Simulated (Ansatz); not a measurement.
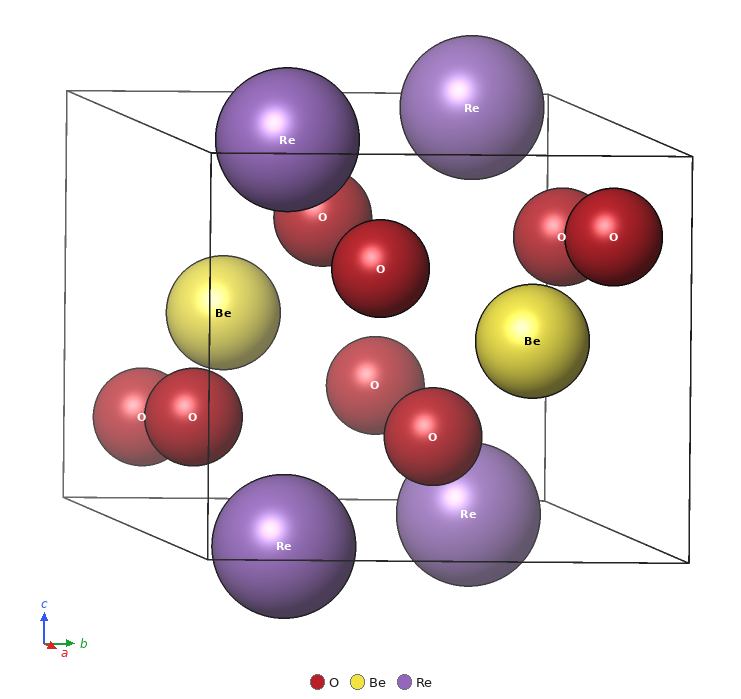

Drawn in the spheres-only manner and seen slightly off an axis. The lines enclose the simulation cell; boundary atoms appear with their images.

```
CELL_PARAMETERS angstrom
4.61850 2.81463 0.00000
4.61850 -2.81463 0.00000
0.15825 0.00000 -4.55444
ATOMIC_POSITIONS crystal
O 0.12490 0.12490 0.21800
O 0.87510 0.87510 0.78200
Be 0.25300 0.25300 0.49500
Be 0.74700 0.74700 0.50500
O 0.37860 0.91800 0.70670
O 0.08200 0.62140 0.29330
O 0.62140 0.08200 0.29330
O 0.91800 0.37860 0.70670
O 0.41040 0.41040 0.75500
O 0.58960 0.58960 0.24500
Re 0.77370 0.22630 0.00000
Re 0.22630 0.77370 0.00000
```

Theory: Ansatz, DFT, PAW plane waves, r2SCAN. Numerical settings: cutoff 500 eV, a 5×5×5 grid in reciprocal space, cold smearing of 0.016 eV, no spin polarisation. The pressure of the cell is -23 GPa.

Question: What are the atomic charges by Bader's partition?

Answer: Be +1.80 e; Re +2.64 e; O -1.14 to -1.06 e. The transfer is large, as in an ionic solid.

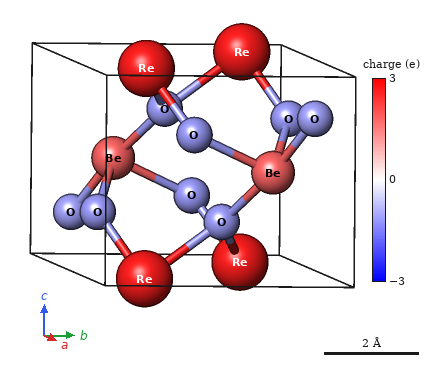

The atoms coloured by those charges.

Note that this is a generated cell, made by putting these elements into a known structure type (the compound may or may not exist in this form), and that it hasn't been relaxed. It was run through Ansatz as a DFT input.

At this level of theory the cell isn't at rest (stretched, at -23 GPa and forces up to 2.8 eV/Å), so its distances can differ from those at equilibrium, the more so the softer the solid.
